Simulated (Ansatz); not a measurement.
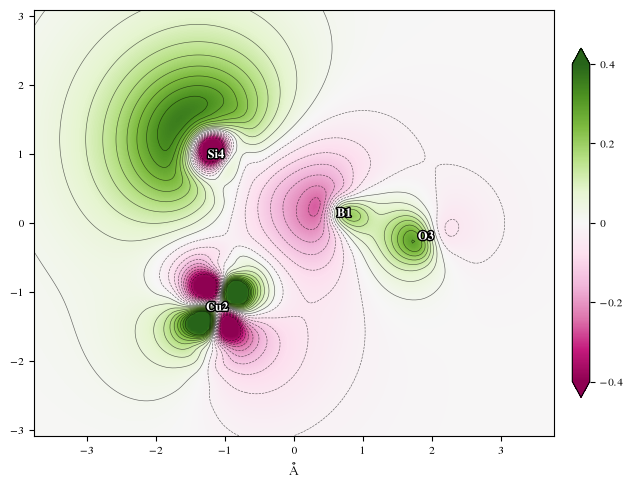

The picture shows: BCuHOSi (SMILES [O-][B]1[SiH+][Cu-]1) (charge −1). The HOMO−1 on the plane of atoms B1, Cu2 and Si4 (values in Å⁻³ᐟ²; the overall sign is arbitrary).

Geometry: r2SCAN-D4/def2-SVPD.

All numbers below come from isolated molecule in a Gaussian basis; Kohn-Sham density functional theory, functional PBE0 in Ansatz 0.2.0.

```xyz
5

B    -2.8504    0.5373   -0.4888
Cu   -1.1223   -0.9216   -0.1819
O    -2.7776    1.7386   -0.7860
Si   -3.2752   -1.4293   -0.2100
H    -3.2542   -1.2302    1.3283
```

Question: Describe this orbital and give its energy.

Answer: It lies mainly on Si4 (about 60 %), Cu2 (about 20 %), B1 (about 10 %) and H5 (about 5 %). Its energy is −1.64 eV.
